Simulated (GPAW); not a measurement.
Consider Sc3TlB (Pm-3m).

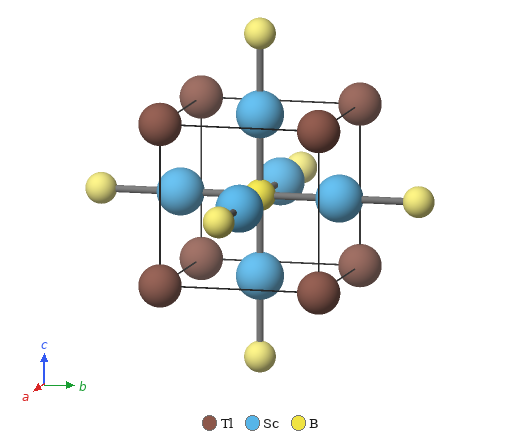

The structure (thallium brown, scandium blue, boron yellow). Some periodic images of atoms are drawn too.

```cif
data_structure
_symmetry_space_group_name_H-M 'P 1'
_symmetry_Int_Tables_number 1
_cell_length_a 4.5200
_cell_length_b 4.5200
_cell_length_c 4.5200
_cell_angle_alpha 90.000
_cell_angle_beta 90.000
_cell_angle_gamma 90.000
_cell_volume 92.35
loop_
_atom_site_label
_atom_site_type_symbol
_atom_site_fract_x
_atom_site_fract_y
_atom_site_fract_z
_atom_site_occupancy
Tl1 Tl 0.00000 0.00000 0.00000 1
Sc2 Sc 0.50000 0.50000 0.00000 1
Sc3 Sc 0.50000 0.00000 0.50000 1
Sc4 Sc 0.00000 0.50000 0.50000 1
B5 B 0.50000 0.50000 0.50000 1
```

Absorber: atom 5, with 6 Sc at 2.26 Å (octahedral, site symmetry m-3m). Method: GPAW, LDA, excited-electron core hole (neutral cell), 10-atom cell with 6.4 Å between holes, 7×7×7 k points, dipole transitions, Gaussian full width 0.9 eV up to 4 eV, rising linearly to 3.5 eV at 25 eV, without spin-orbit coupling.

Question: Where do the maxima of the B K edge fall?

Main maxima up to 24 eV above the zero (height): 2.1 eV (1.26), 5.3 eV (2.69), 9.6 eV (1.36), 13.5 eV (1.50) and 23.0 eV (0.84). A K edge sees empty p states on the absorber. The total-energy difference is 187.98 eV. One term is added: -5.56 eV, since the hole is spin-paired here and a spin-polarised one costs that much less in the free atom (computed apart). The photon energy is then 182.42 eV. The functional leaves an error in such absolute values: in the free atom LDA prices this hole 2.2 eV below PBE (computed apart), and PBE is itself good to a few eV.

The B K spectrum (energy from the lowest empty level; intensity scaled to a mean of 1 over the first 20 eV):

```csv
E (eV),intensity
-2.0,0.00
-0.5,0.04
1.0,0.24
2.5,0.96
4.0,0.73
5.5,2.52
7.0,1.15
8.5,1.20
10.0,1.34
11.5,1.01
13.0,1.43
14.5,1.16
16.0,0.50
17.5,0.47
19.0,0.59
20.5,0.66
22.0,0.79
23.5,0.83
25.0,0.74
26.5,0.73
28.0,0.73
29.5,0.64
31.0,0.60
```

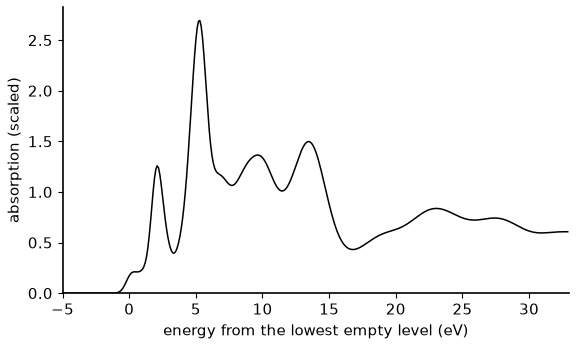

The B K edge.

The holes are only 6.4 Å apart, so the shape is probably not converged with cell size; no larger cell was run here. The structure is a published determination, not relaxed.

[Banner, clock and machine lines of the logs are left out without a mark of their own.]

[Logs are printed without paths, hosts, clocks, repeated set-up lines and the standing remarks that a program may print on its own settings, such as how far it seeks lower states.]

[Hosts, paths, dates, database ids (printed as entryN), source tags and the programs' standing remarks are cut or masked in the printed files.]

[Lists of maxima count a maximum above −3 eV only where it reaches 4 % of the highest in the window and stands out from its surroundings by 2 % of it (1.5 % where it reaches 55 %); shoulders and weaker maxima are passed over, and of the rest the first, up to two pre-edge ones and the few strongest are named.]
